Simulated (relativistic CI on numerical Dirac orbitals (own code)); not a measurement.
# Relativistic CI calculation for Ir³⁺

Ir³⁺. Computed at this level: Dirac-Coulomb-Breit CI, KLI orbitals optimised for each configuration, model QED (radiative potential, 1s self-energy scaled to tabulated hydrogen-like ionisation energies), valence Slater integrals scaled by 0.75, one configuration in a parametric crystal field (relativistic CI on numerical Dirac orbitals, in-house).

### The input
```
atom Ir  Z=77  charge=3  electrons=74
nucleus A=193  rms_radius_fm=5.4032
hamiltonian dirac-coulomb  breit=on  qed=on  c_scale=1
orbitals kli  potential=per-configuration
slater_scale 0.75
correlation none
mixing on
configurations
  [Xe] 4f14 5d6
end
crystal_field Oh 10Dq=68700
```

Hardware: 1 CPU thread, shared host.

The program writes its results to a structured record and prints no log; tables and figures of this report are taken from that record.

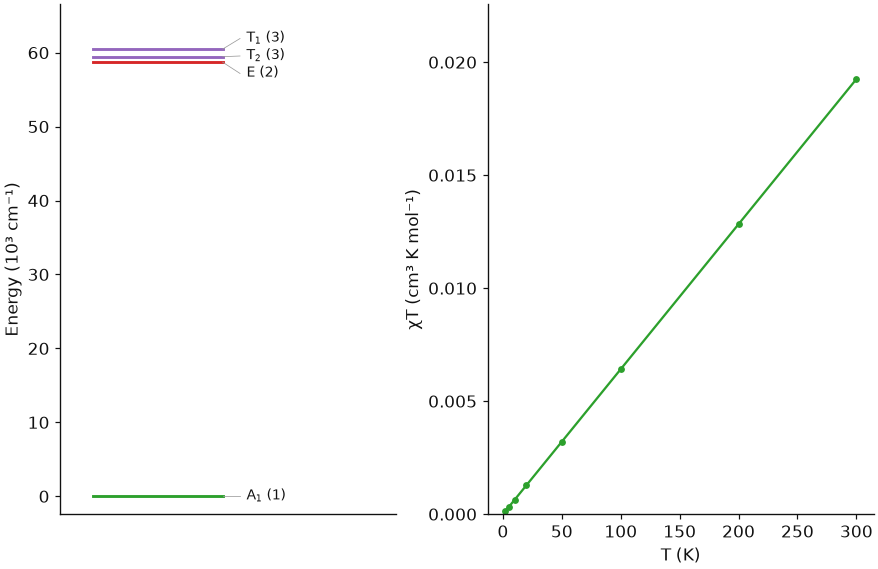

Figure 1. Ir³⁺ (5d⁶) in a field of Oh symmetry with 10Dq = 68,700 cm⁻¹. Labels give the double-group representation and, in brackets, the degeneracy; the lowest 4 of 91 levels are drawn. One open-shell configuration in a parametric field without covalency; powder susceptibility by Van Vleck's formula. The ground level is A₁, a singlet, with total spin S = 0.04 (from expectation values). The next level lies at 58,700 cm⁻¹ (E). The field lowers the ground state by 135,000 cm⁻¹ against the free ion. χT is close to 0 cm³ K mol⁻¹ at 2 K, close to 0 at 50 K and 0.0192 at 300 K, an effective moment of 0.39 μB at room temperature.

### Results in brief

| quantity | value |
| --- | --- |
| outcome | converged |
| levels computed | 91 |
